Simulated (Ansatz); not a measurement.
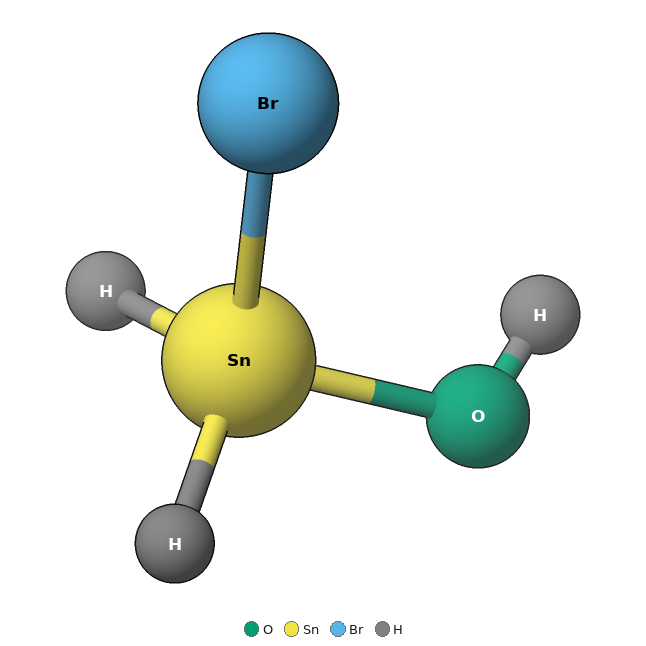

The computed structure is the end point of a PBE0-D4/def2-TZVP optimisation. No frequency run is at hand to confirm it as a minimum. Properties computed with RKS PBE0-D4/def2-TZVP, core potentials on Sn (Ansatz 0.2.0).

Question: Estimate the dipole moment.

Answer: 1.73 D.
